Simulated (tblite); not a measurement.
# As4BGa4H9O2: the cost of one run

Programs: tblite 0.8.0 and PySCF 2.14.0. All values are calculated, for the isolated system unless a continuum is named. Atoms count from 0, parts from 1.

## Step 1: Starting point

20 atoms, charge 0, multiplicity 1; geometry: distance geometry start.

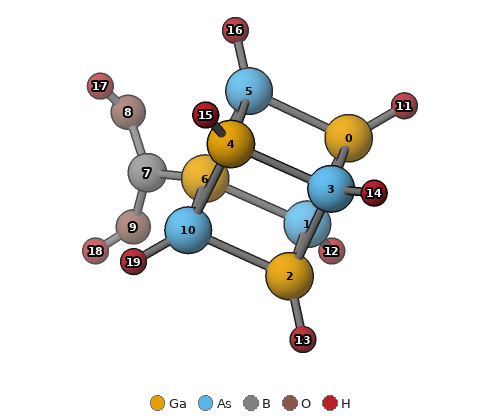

The starting geometry (gallium amber, arsenic blue, boron grey, oxygen brown, hydrogen red), atoms numbered.

## Step 2: Geometry optimisation with GFN1-xTB

What the job is given:

```
{"job": {"kind": "relax", "xc": "GFN1-xTB", "basis": "xTB"}, "charge": 0, "multiplicity": 1}
Ga     1.599170     2.414307    -0.862052
As     0.721309     0.417899    -1.886262
Ga     2.373733    -0.932919    -0.690933
As     3.234586     1.094897     0.330660
Ga     1.697862     0.831847     2.186495
As     0.052829     2.204410     1.001474
Ga    -0.850469     0.150922     0.000306
B     -2.752486    -0.258104    -0.157212
O     -3.822686     0.724831     0.261835
O     -3.233682    -1.376602    -1.045122
As     0.808613    -1.185371     1.184582
H      1.880289     3.674179    -1.560809
H      0.340956     0.272688    -3.266696
H      3.143703    -2.010247    -1.280517
H      4.653058     1.400263     0.452069
H      2.054722     1.012327     3.598431
H     -0.722545     3.228736     1.554863
H     -4.063805     0.883670     1.152944
H     -3.574047    -2.249216    -0.742069
H      0.527289    -2.411288     1.870528
```

With the program's defaults for keys left out, this is: GFN1-xTB geometry optimisation, gas phase.

Run with:

```console
> OMP_NUM_THREADS=1 python cluster_run.py task.json out
```

This one command runs all jobs of the session in turn.

**Question.** How long does this first job take on 1 thread of Arm Neoverse V1, shared host?

About 22 s.
